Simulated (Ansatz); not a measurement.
# Single-point calculation of CH$_{6}$AlFSi

- system: CH$_{6}$AlFSi, SMILES [CH3][AlH][SiH2]F
- method: RKS BHLYP-D4/def2-TZVPP (Ansatz 0.2.0)

The geometry comes from this level: PBE0-D4/def2-TZVP.

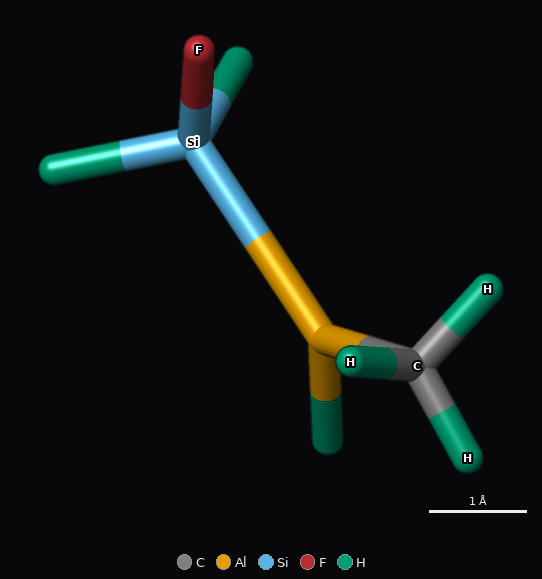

*The input geometry (stick view, seen at a tilt). Sticks mark near contacts.*

Bond lengths as drawn: Al–C 1.95 Å, Al–H 1.59 Å, Al–Si 2.47 Å, C–H 1.09 to 1.10 Å, F–Si 1.62 Å and H–Si 1.49 Å.

## Results in brief

| quantity | value |
| --- | --- |
| outcome | converged |
| total energy | −18328.3761 eV |
| mean-field energy | −18328.1504 eV |
| dispersion energy | −0.2257 eV |
| SCF solution under orbital rotations | stable |
| HOMO | −8.43 eV |
| LUMO | −1.08 eV |
| hardware | 2 threads of Arm Neoverse V2, 23 GiB of memory available, shared host |
| wall time | 4 s (CPU time 7.6 s) |
| peak memory | 0.5 GiB |

## Input
```yaml
crystal:
  periodic: [false, false, false]
  atoms:
    - {symbol: C, position_ang: [-1.575372, 0.371828, -1.030699]}
    - {symbol: Al, position_ang: [-0.463779, -0.781160, 0.082061]}
    - {symbol: Si, position_ang: [1.720090, 0.011658, 0.925361]}
    - {symbol: F, position_ang: [2.020779, 1.516649, 0.417621]}
    - {symbol: H, position_ang: [-1.020541, 0.707510, -1.913192]}
    - {symbol: H, position_ang: [-1.849915, 1.280025, -0.482918]}
    - {symbol: H, position_ang: [-2.494669, -0.111630, -1.367703]}
    - {symbol: H, position_ang: [-0.914808, -2.254199, 0.487523]}
    - {symbol: H, position_ang: [1.796263, 0.039406, 2.416640]}
    - {symbol: H, position_ang: [2.865052, -0.831288, 0.468305]}
basis:
  gaussian: {orbitals: def2-TZVPP}
hamiltonian: {xc: {name: BHLYP}, dispersion: d4}
output: {orbitals: {seedname: orbitals}}
```

Launched with:
```bash
ansatz run in.yaml --threads 2 --pin off --events-out ev --progress --plain --max-ram 4352MiB
```

## What the program printed
```
Functional definition: BHLYP
  name "BHLYP"
  cite "Becke, J. Chem. Phys. 98, 1372 (1993) doi:10.1063/1.464304"
  cite "Becke, Phys. Rev. A 38, 3098 (1988) doi:10.1103/PhysRevA.38.3098"
  cite "Lee, Yang & Parr, Phys. Rev. B 37, 785 (1988) doi:10.1103/PhysRevB.37.785"
  parameter a = 0.5
  exchange = (1 - a)*b88_x + a*exact_x
  correlation = lyp_c
1365 factors; their error is unknown
mean field evaluation 1: about -18322.5831 eV, gradient 5.2e1 eV
mean field evaluation 2: about -18322.4485 eV, gradient 5.3e1 eV
mean field evaluation 4: about -18328.0478 eV, gradient 2.3e0 eV
mean field evaluation 8: about -18328.0592 eV, gradient 5.7e-2 eV
mean field evaluation 16: about -18328.1502 eV, gradient 5.5e-5 eV
mean field -18328.15016634 eV, -673.5470953467 hartree, gradient 5.5e-5 eV, S^2 0.000000; 0 other end points of the search recorded, 0 dependent functions left out
reference -18328.15036863 eV, -673.5471027807 hartree; 24, 24 occupied and 206, 206 virtual orbitals, 1365 factors
Total energy: -18328.37610035 eV, -673.5553982683 hartree
```

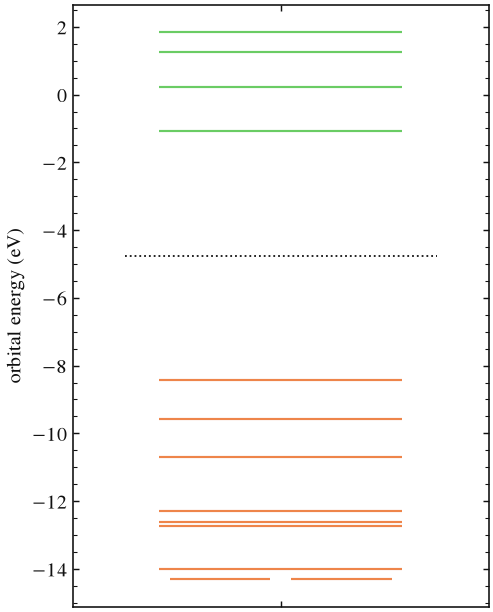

*Orbital energies near the frontier; the dotted line parts filled from empty levels, and levels within 0.02 eV of each other stand side by side.*

Highest filled −8.43 eV, lowest empty −1.08 eV, 7.35 eV apart.
